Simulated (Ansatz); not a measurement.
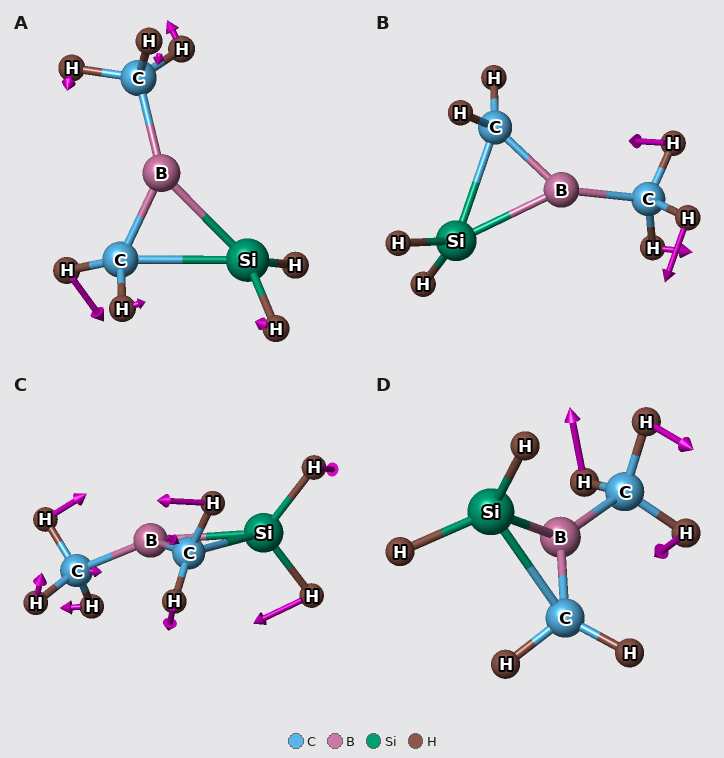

4 normal modes of one molecule or complex, as arrows. Harmonic vibrations computed with RKS PBE0-D4/def2-TZVP (Ansatz 0.2.0) at a stationary point of the same level.

Match the panels to the wavenumbers 63 cm⁻¹, 558 cm⁻¹, 866 cm⁻¹, 1439 cm⁻¹.

A: 866 cm⁻¹, angle bending
B: 1439 cm⁻¹, H–C–H bending
C: 558 cm⁻¹, angle bending
D: 63 cm⁻¹, a torsion or out-of-plane motion in which bond lengths and bond angles hardly change
